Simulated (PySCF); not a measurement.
# C$_{5}$H$_{6}$Si, SMILES `[SiH]1=CC=CC=C1`: electronic structure

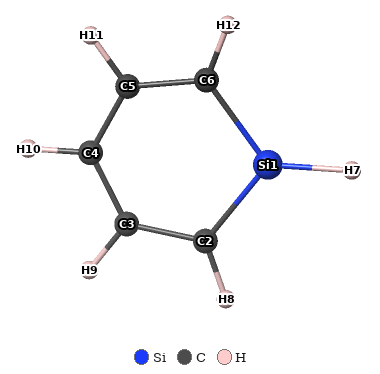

The molecule, with its atoms numbered as below. No frequency check shows the geometry to be a minimum.

Geometry (Å), atoms numbered from 1:

```
Si1     -1.4186    0.0001    0.0000
C2      -0.3443    1.4472    0.0000
C3       1.0223    1.2375    0.0000
C4       1.6563   -0.0001    0.0000
C5       1.0223   -1.2376    0.0000
C6      -0.3444   -1.4472    0.0000
H7      -2.8733   -0.0001    0.0000
H8      -0.7051    2.4667    0.0000
H9       1.6663    2.1103    0.0000
H10      2.7381   -0.0001    0.0000
H11      1.6662   -2.1104    0.0000
H12     -0.7052   -2.4667    0.0000
```

## 1. Bonding charge

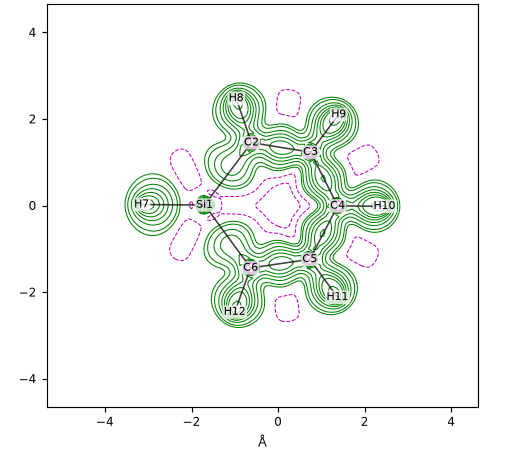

Deformation density (molecule less spherical, spin-averaged free atoms) in the molecular plane; contours at ±0.05 to ±0.8 e/Å³; solid green lines: gain, dashed magenta lines: loss.

Method: B3LYP/aug-cc-pVDZ; geometry: GFN2-xTB; program: PySCF.

Question: How much density has each bond in this plane gained at its critical point, relative to the free atoms?

Answer: C5–H11 and C3–H9: +0.71 e/Å³ at the bond critical point (bond length 1.08 Å). C4–H10: +0.71 e/Å³ at the bond critical point (bond length 1.08 Å). C2–H8 and C6–H12: +0.69 e/Å³ at the bond critical point (bond length 1.08 Å). C4–C5 and C3–C4: +0.61 e/Å³ at the bond critical point (bond length 1.39 Å). C2–C3 and C5–C6: +0.59 e/Å³ at the bond critical point (bond length 1.38 Å). Si1–H7: +0.18 e/Å³ at the bond critical point (bond length 1.46 Å). Si1–C2 and Si1–C6: +0.16 e/Å³ at the bond critical point (bond length 1.80 Å). In all, 2.9 electrons gather in the regions of gain relative to the promolecule.

## 2. Local ionisation energy

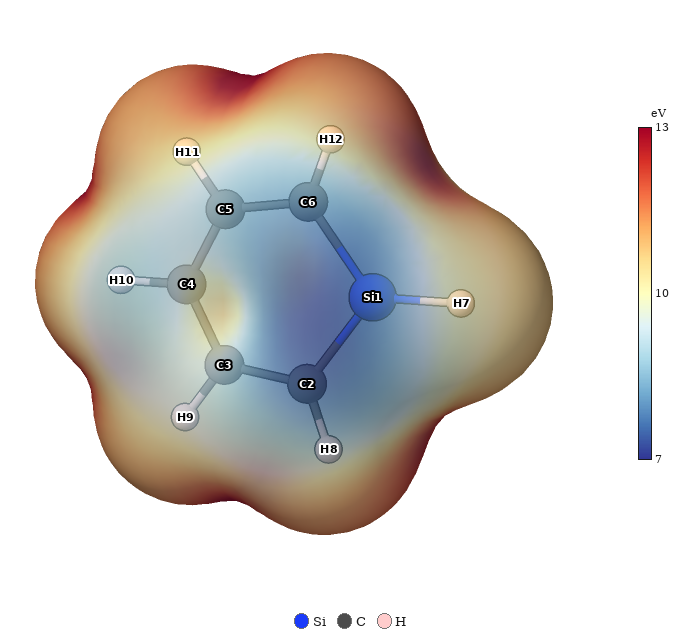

Average local ionisation energy on the surface of electron density 0.001 a.u.

Question: Locate the minima of the map.

Answer: The lowest value is 7.2 eV, off the molecular plane, over Si1 (2.3 Å), and at like points elsewhere. Further minima include 8.6 eV, off the molecular plane, over C4 (2.0 Å), and at like points elsewhere. For comparison, the highest occupied orbital lies at −5.9 eV.

Question: What volume does the surface enclose, and what is the dipole moment?

Answer: About 139 Å³; the dipole moment is 0.6 D.

## 3. Excited states

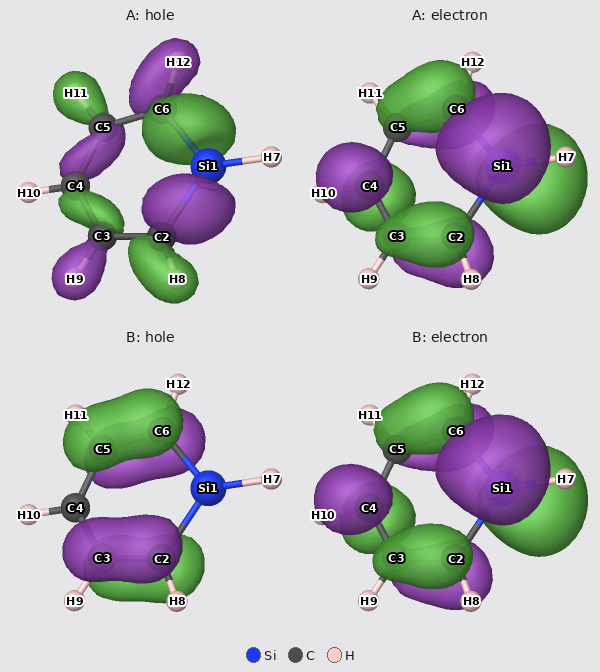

Leading natural transition orbital pairs of 2 excited states (full linear response singlet states).

Computed with PySCF, LC-wPBE/6-31G*, geometry: GFN2-xTB. Without diffuse functions Rydberg states are missing, so the states' numbers hold for this basis only.

```csv
state,energy (eV),f
S₃,6.53,0.000
S₄,6.62,0.340
```

Question: Which pair belongs to which state?

Answer: A is S₃ (σ → π*): hole on Si1 (23 %) and C2 and C6 (21 % each), electron on Si1 (46 %) and C2, C4 and C6 (12 % each). B is S₄ (π → π*): hole on C2 and C6 (21 % each) and C3 and C5 (16 % each), electron on Si1 (37 %) and C2 and C6 (12 % each).

## 4. Localised orbitals

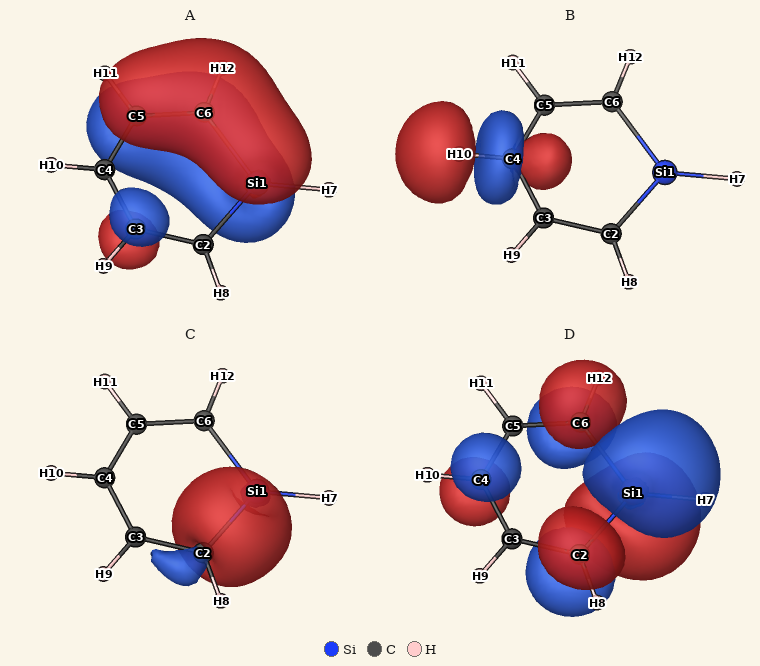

Intrinsic bond orbitals (IBO), occupied and valence-virtual; each surface holds about 85 % of the orbital's density. Energies are diagonal elements of the Fock matrix.

PySCF calculation, B3LYP/6-31G*, gas phase; geometry: GFN2-xTB.

Question: Name the orbitals, with their atomic make-up and energies.

Answer: By panel:
- A: delocalised π orbital mainly over C6, C5 and Si1 (C6 53 %, C5 24 %, Si1 19 %; −7.2 eV)
- B: σ* orbital H10–C4 (H10 57 %, C4 43 %; 10.6 eV)
- C: σ bond C2–Si1 (C2 62 %, Si1 37 %; −12.5 eV)
- D: delocalised π* orbital mainly over Si1, C6, C2 and C4 (Si1 56 %, C6 19 %, C2 19 %; 0.2 eV)

Question: Which has the smallest and which the largest spatial spread?

Answer: Smallest: C (0.94 Å); largest: D (1.82 Å).
